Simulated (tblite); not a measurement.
Frequency calculation, with input and output: C6H9FOSi

- system: C6H9FOSi
- method: GFN2-xTB harmonic vibrations, gas phase (tblite 0.8.0)

It belongs to a series of runs on one base structure; here: H on C replaced by ethynyl.

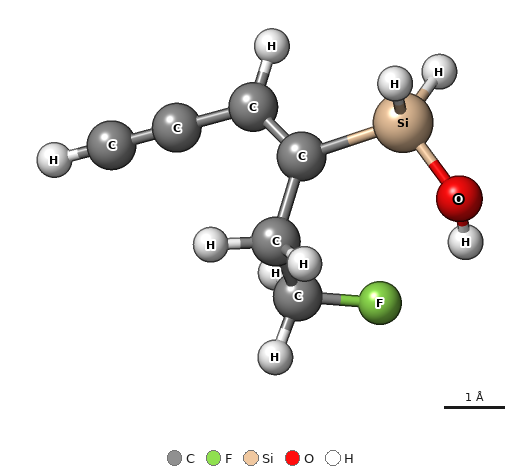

Fig. 1: The structure as given in the input (ball-and-stick view, seen at a tilt). Bond lengths as drawn: C–C 1.20 to 1.53 Å, C–F 1.38 Å, C–H 1.05 to 1.09 Å, C–Si 1.89 Å, H–O 0.96 Å, H–Si 1.46 to 1.47 Å and O–Si 1.62 Å.

## The input
```
{"job": {"kind": "ir", "xc": "GFN2-xTB", "basis": "xTB"}, "charge": 0, "multiplicity": 1}
C      3.169762    -1.128657    -1.009520
C      1.977508    -1.262992    -0.930394
C      0.580479    -1.420525    -0.842485
C     -0.238016    -0.599504    -0.171629
C      0.323161     0.609296     0.531788
C      0.422740     1.802469    -0.413687
F     -0.832334     2.225329    -0.803766
Si    -2.104634    -0.907471    -0.092363
O     -2.895575     0.432580     0.358213
H      4.211077    -1.022802    -1.082519
H      0.181150    -2.280641    -1.364424
H     -0.312495     0.882469     1.376159
H      1.332267     0.404579     0.897431
H      0.963031     1.540744    -1.328209
H      0.896268     2.661131     0.072783
H     -2.422090    -1.824645     0.997016
H     -2.541790    -1.378091    -1.409440
H     -2.719268     1.273046    -0.061372
```

The first line tells a small driver script what to run in tblite; the rest is the geometry in Å.

Launch command:
```bash
OMP_NUM_THREADS=1 python <driver script> task.json out
```

## What the program printed
```
mode    cm-1     km/mol
  1      32.2      0.81
  2      64.3      1.67
  3      99.1      4.60
  4     114.0      1.16
  5     123.0      0.83
  6     169.1      4.80
  7     201.3      1.43
  8     255.0      5.85
  9     314.6      3.08
 10     346.7     25.96
 11     377.9    122.74
 12     410.8      3.91
 13     442.1     25.62
 14     505.0     52.83
 15     577.3     52.08
 16     607.8      1.35
 17     629.2      9.28
 18     646.9     22.66
 19     732.9    110.01
 20     750.6     53.93
 21     772.3    260.96
 22     832.7      1.58
 23     841.3    470.65
 24     876.3     12.93
 25     908.3     90.57
 26     941.7    143.65
 27    1018.0     14.72
 28    1057.4     36.51
 29    1064.8      9.81
 30    1120.6     16.30
 31    1189.4     14.52
 32    1224.1      7.15
 33    1278.7      4.16
 34    1315.5      3.43
 35    1323.1      8.58
 36    1445.3      1.10
 37    1459.6      1.56
 38    1633.2     13.92
 39    2233.0    351.68
 40    2240.4      5.94
 41    2296.4    270.14
 42    2949.7     34.77
 43    2962.4     11.33
 44    2972.1     28.71
 45    2990.7     29.31
 46    3043.7     35.83
 47    3391.7      1.94
 48    3631.9     43.26
```

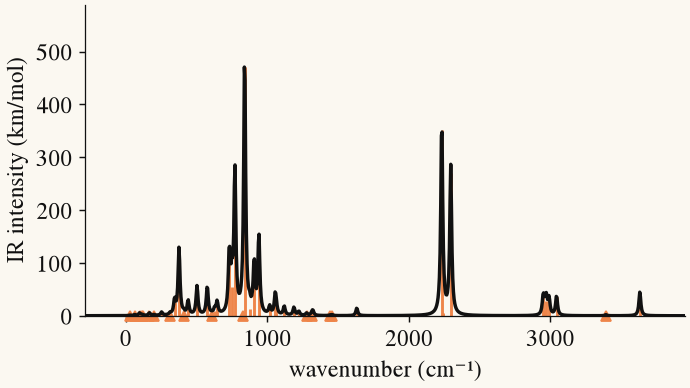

Fig. 2: Harmonic infrared spectrum, unscaled: sticks (degenerate modes added up, dark ones marked on the axis) with a Lorentzian envelope of 16 cm⁻¹ full width, scaled to the tallest stick. 48 modes from 32 to 3632 cm⁻¹, none imaginary. The strongest line is at 841 cm⁻¹ (471 km/mol).

## Summary

```csv
quantity,value
outcome,converged
total energy,−759.7592 eV
zero-point energy,80.6490 kcal/mol
hardware,"1 CPU thread, shared host"
wall time,0.71 s
peak memory,0.18 GiB
```
